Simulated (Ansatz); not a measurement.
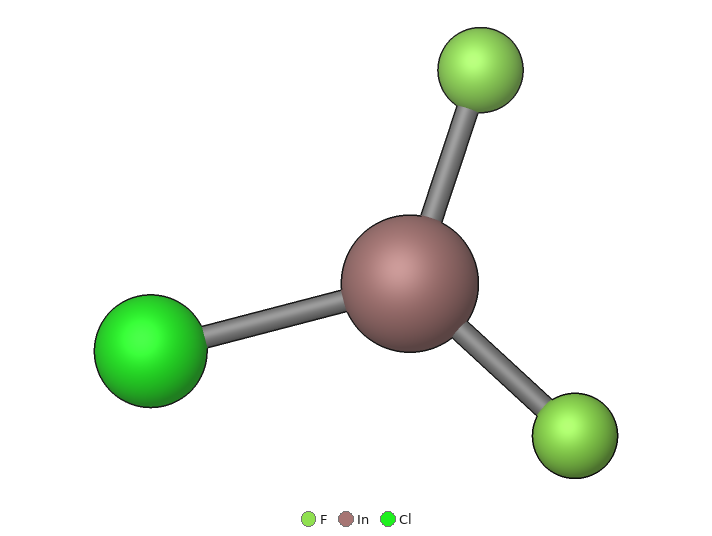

The geometry was computed by an optimisation with PBE0-D4/def2-TZVP.

Identify the structure.

It has 4 atoms: 1 indium, 1 chlorine and 2 fluorine (InClF2). SMILES: `[F][In]([F])[Cl]`. This geometry has C2v symmetry. All atoms lie on one plane. Coordination: 1 In trigonal planar.

The parts below concern this one geometry. Atoms keep their numbers from picture to picture.

Thermal motion

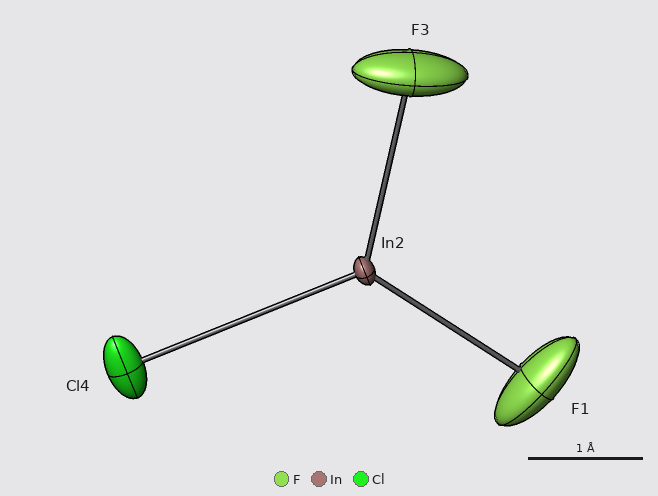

Displacement ellipsoids at the 50 % level, enlarged 3 times, from the internal vibrations of the free molecule (harmonic, no overall translation or rotation; no half-axis is drawn under 0.075 Å). Vibrations computed with RKS PBE0-D4/def2-TZVP, core potentials on In (Ansatz 0.2.0). Temperature: 200 K.

List U_eq and the three principal root-mean-square amplitudes for each kind of atom.

| atom | U_eq (Å²) | rms amplitudes (Å) |
| --- | --- | --- |
| F1, F3 | 0.0060 | 0.042, 0.063, 0.111 |
| In2 | 0.00072 | 0.019, 0.029, 0.030 |
| Cl4 | 0.0023 | 0.031, 0.036, 0.069 |

Electronic properties

Method: RKS ωB97M-V/def2-TZVPP, core potentials on In (Ansatz 0.2.0).

> What is the dipole moment?

1.19 D.

> Give the HOMO energy (Kohn–Sham orbital) at this level.

−12.20 eV.

> Estimate the LUMO energy (Kohn–Sham orbital).

−1.16 eV.

Vibrations

Harmonic vibrations computed with RKS PBE0-D4/def2-TZVP, core potentials on In (Ansatz 0.2.0) at a stationary point of the same level.

> List the wavenumbers.

6 modes: 99, 131, 133, 390, 616, 627 cm⁻¹.
